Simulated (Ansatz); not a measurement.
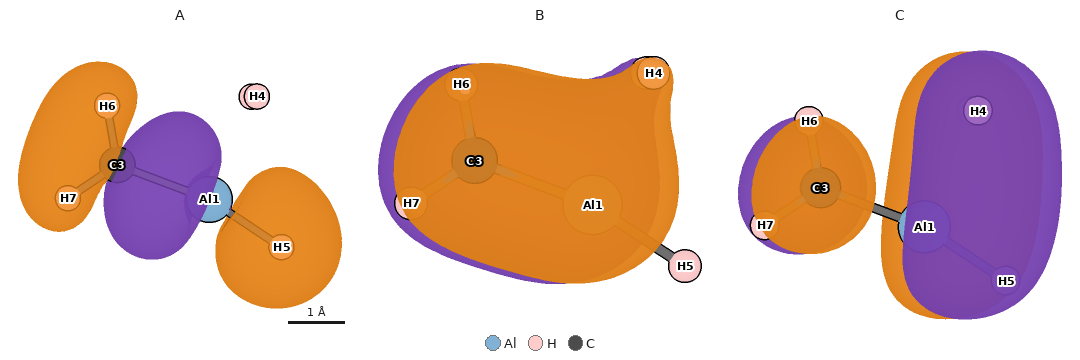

*CH$_{3}$Al···H$_{2}$. Three frontier orbitals at ±0.08 Å⁻³ᐟ² (orange and purple are the two phases), in no order.*

The product side of a reaction path; geometry: PBE0-D4/def2-TZVP.

These are results of RKS PBE0-D4/def2-TZVPP in Ansatz, not measurements.

The calculation's input:

```
crystal:
  periodic: [false, false, false]
  atoms:
    - {symbol: Al, position_ang: [-0.481511, 0.615270, -0.382762]}
    - {symbol: H, position_ang: [-1.258942, -0.888606, 0.804134]}
    - {symbol: C, position_ang: [1.162382, -0.094346, -0.391691]}
    - {symbol: H, position_ang: [-1.026269, -0.384175, 1.341619]}
    - {symbol: H, position_ang: [-1.791106, 1.447712, -0.622464]}
    - {symbol: H, position_ang: [1.409716, -0.915155, 0.276117]}
    - {symbol: H, position_ang: [1.985829, 0.219401, -1.024952]}
basis:
  gaussian: {orbitals: def2-TZVPP}
hamiltonian: {xc: pbe0, dispersion: d4}
output: {orbitals: {seedname: orbitals}}
```

Run with:

```sh
ansatz run in.yaml --threads 2 --pin off --events-out ev --progress --plain --max-ram 4352MiB
```

### Which picture is the HOMO−1, the HOMO and the LUMO?

A is the HOMO−1 (−8.76 eV). By Hirshfeld shares it lies mainly on C3 (about 45 %), Al1 (about 25 %), H5 (about 15 %), H6 (about 5 %) and H7 (about 5 %). B is the HOMO (−5.39 eV). By Hirshfeld shares it lies mainly on C3 (about 50 %) and Al1 (about 35 %). C is the LUMO (−1.04 eV). Its weight (Hirshfeld) is mainly on Al1 (about 45 %), C3 (about 20 %), H2 (about 10 %) and H4 (about 10 %).

### What is the HOMO–LUMO gap?

4.35 eV between the orbital energies.
